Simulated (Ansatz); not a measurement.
F₃HOSi···SiH₄

Input

```
crystal:
  periodic: [false, false, false]
  atoms:
    - { symbol: Si, position_ang: [-0.169762, 0.34669, 0.024265] }
    - { symbol: O, position_ang: [-0.597837, 0.530795, 1.607617] }
    - { symbol: H, position_ang: [-0.831189, -0.244429, 2.129541] }
    - { symbol: F, position_ang: [1.393554, 0.578496, -0.221082] }
    - { symbol: F, position_ang: [-0.926541, 1.457753, -0.838649] }
    - { symbol: F, position_ang: [-0.574435, -1.090199, -0.568719] }
    - { symbol: Si, position_ang: [1.499138, -2.403018, 1.230263] }
    - { symbol: H, position_ang: [0.559217, -3.555035, 1.111981] }
    - { symbol: H, position_ang: [2.134932, -2.108944, -0.080466] }
    - { symbol: H, position_ang: [2.553854, -2.725306, 2.240335] }
    - { symbol: H, position_ang: [0.74687, -1.235703, 1.716614] }
basis:
  gaussian: { orbitals: def2-SVP }
hamiltonian:
  xc: b3lyp
relax:
  f_tol: 0.03
  max_steps: 50
output:
  orbitals: {}
```

Launched as:

```sh
ansatz run input.yaml --threads 4 --pin off --max-ram 5120MiB --backend cpu --events-out ev --progress --plain --runs-dir out
```

The fields are those of the run's last geometry, not of the input's.

The calculation used Ansatz, RKS B3LYP/def2-SVP.

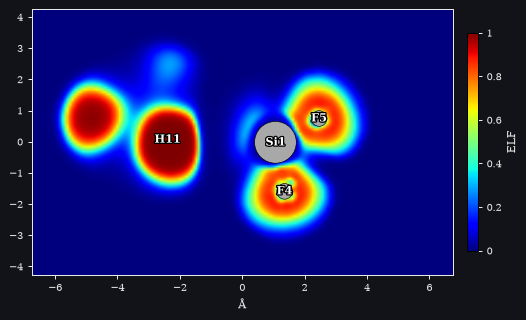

Figure 1. Electron localisation function on the plane of atoms F4, Si1 and F5. Grey discs cover the atomic cores.

Interpret the plot.

The plane passes through Si, F and H nuclei. Si–F (1.59 Å): the ELF peaks at about 0.85 in the valence shell of F, 0.6 Å from its nucleus, and is about 0.50 at the midpoint. The ELF also peaks beside F4 and F5, away from the bonds: lone-pair regions.

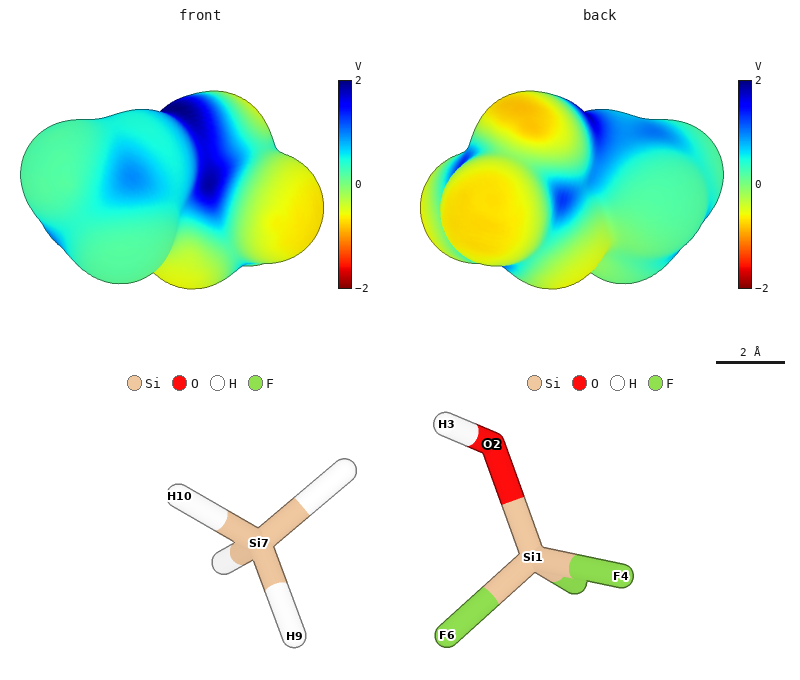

Figure 2. The electrostatic potential painted on the density surface at 0.001 e/bohr³, seen from the front and from behind; the colour scale runs from red (negative) to blue (positive). The bare structure is drawn below in the same view.

Which sites attract a positive test charge, and which a negative one?

A positive charge is drawn to the negative regions and a negative charge to the positive ones. The most negative region (about −0.8 V) lies over O2, the most positive (about +1.9 V) over Si1 and H3.

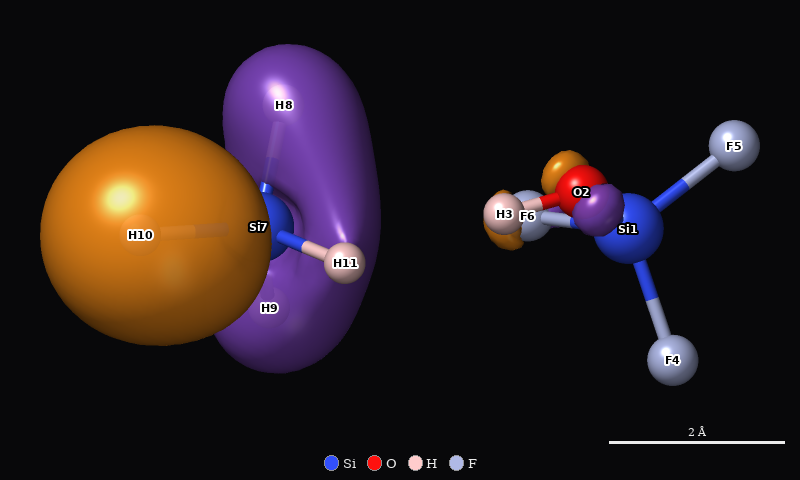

Figure 3. The HOMO at ±0.1 Å⁻³ᐟ² (orange and purple are the two phases), seen from one side.

Where does this orbital lie, and at what energy?

Its weight (Hirshfeld) is mainly on Si7 (about 40 %), H10 (about 35 %), H9 (about 10 %) and H8 (about 10 %). Its energy is −9.89 eV.

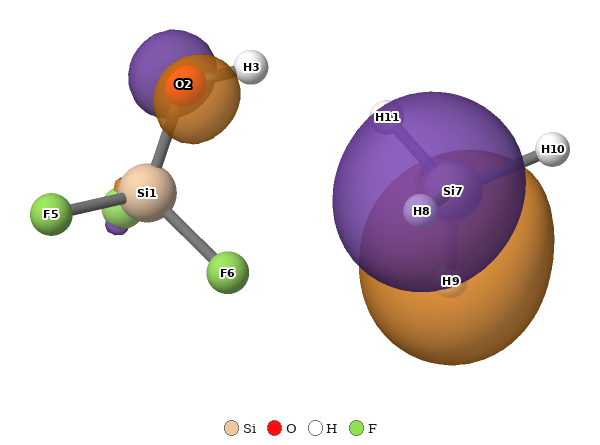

Figure 4. The HOMO−1 at ±0.08 Å⁻³ᐟ² (orange and purple are the two phases), seen at an oblique angle.

Describe this orbital and give its energy.

Its weight (Hirshfeld) is mainly on Si7 (about 40 %), H9 (about 25 %) and H8 (about 25 %). Its energy is −9.94 eV.
